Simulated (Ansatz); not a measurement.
Consider HPbNO₄.

Input file:

```
crystal:
  lattice:
    - [6.85876, 0.0, -0.01491]
    - [0.0, 4.22865, 0.0]
    - [-3.37519, 0.0, 7.28194]
  atoms:
    - { symbol: H, position: [0.22549, 0.75, 0.5073] }
    - { symbol: H, position: [0.77451, 0.25, 0.4927] }
    - { symbol: Pb, position: [0.30229, 0.25, 0.28494] }
    - { symbol: Pb, position: [0.69771, 0.75, 0.71506] }
    - { symbol: "N", position: [0.21484, 0.75, 0.83567] }
    - { symbol: "N", position: [0.78516, 0.25, 0.16433] }
    - { symbol: O, position: [0.33078, 0.75, 0.45338] }
    - { symbol: O, position: [0.40909, 0.75, 0.86901] }
    - { symbol: O, position: [0.15508, 0.75, 0.96537] }
    - { symbol: O, position: [0.07083, 0.75, 0.66955] }
    - { symbol: O, position: [0.66922, 0.25, 0.54661] }
    - { symbol: O, position: [0.59091, 0.25, 0.13099] }
    - { symbol: O, position: [0.84492, 0.25, 0.03463] }
    - { symbol: O, position: [0.92917, 0.25, 0.33045] }
hamiltonian:
  xc: pbe
  pseudopotentials: { kind: paw, frozen_core: stored }
kpoints:
  mp_grid: { grid: [5, 6, 4] }
scf:
  occupations: { method: fermi_dirac, width: 0.05 }
output:
  forces: true
  stress: true
  eigenvalues: true
  efg: {}
  write_density: true
  write_potential: true
  elf: true
  volumetric_format: npy
```

Launched as:

```sh
ansatz run input.yaml --threads 8 --pin off --max-ram 20480MiB --backend cpu --events-out ev --progress --plain --runs-dir out
```

Below, planes, directions and counts refer to the conventional cell (a = 6.86 Å, b = 4.23 Å, c = 8.03 Å, α = 90.00°, β = 114.99°, γ = 90.00°).

Space group P2₁/m; a generated structure, not necessarily the stable one.

These are results of Kohn-Sham DFT of a periodic cell, PBE, Ansatz PAW in Ansatz 0.2.0, not measurements.

### What will maps of the valence pseudo-density and electron localisation function show?

O–H (0.99 Å): ρ is about 3.6 e/Å³ halfway; the ELF climbs to about 1 towards the hydrogen, as it does in any bond to H: a covalent bond by its length.
N–O (1.24 Å): the density is about 3.3 e/Å³ at the midpoint; the ELF peaks at about 0.85 between the atoms (inside overlapping PAW spheres, so only a guide) (a covalent bond).
Pb–O (2.74 Å): ρ is about 0.18 e/Å³ halfway; the ELF is about 0.10 at the midpoint (no localised pair shows between them).

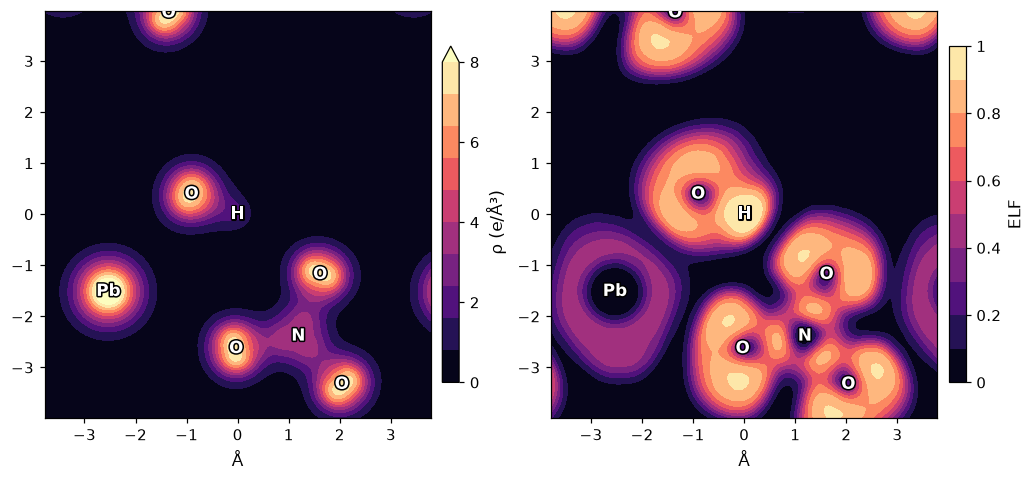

Computed valence pseudo-density and electron localisation function on the (010) plane of the conventional cell, in this order. 

The density is the valence pseudo-density of a PAW calculation; it isn't the true density close to the nuclei.
